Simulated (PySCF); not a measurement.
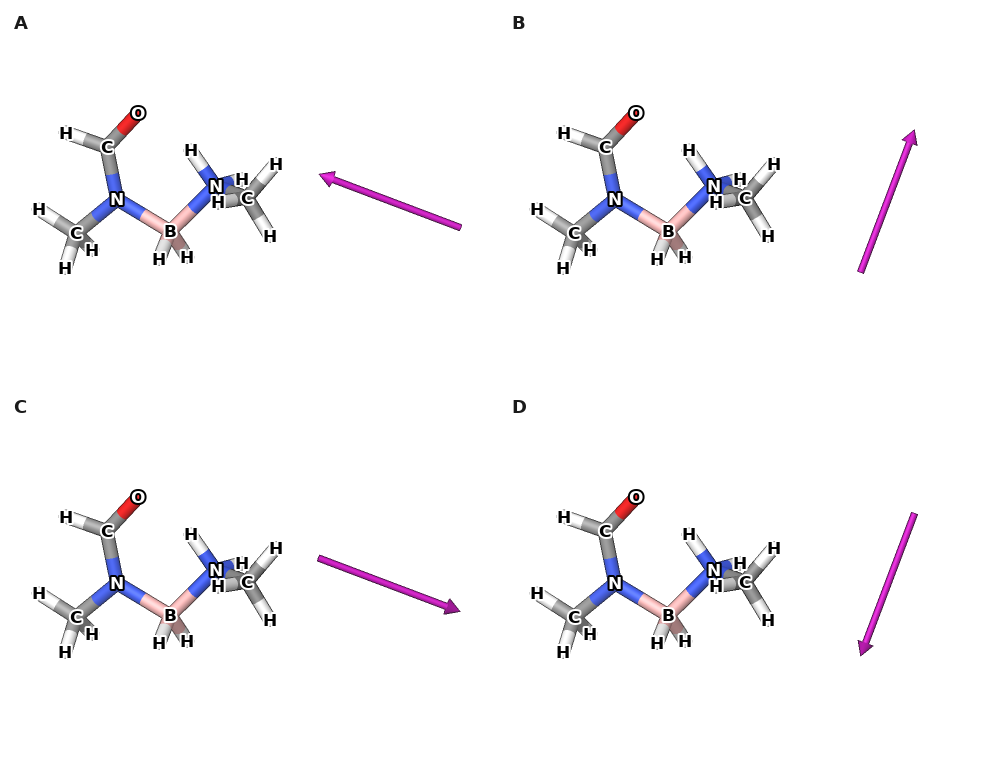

The same molecule four times, each with an arrow. Computed geometry: GFN2-xTB optimisation. No frequency run is at hand to confirm it as a minimum. Level of theory: PBE0/pcSseg-1, gas phase (PySCF 2.14.0).

Which arrow points along the dipole moment, from the negative to the positive end?

C. The dipole moment is 1.67 D.

The geometry is semi-empirical. Around B such bond lengths and angles can be off by a tenth of an ångström or more and by several degrees, and values that hang on the shape move with them.
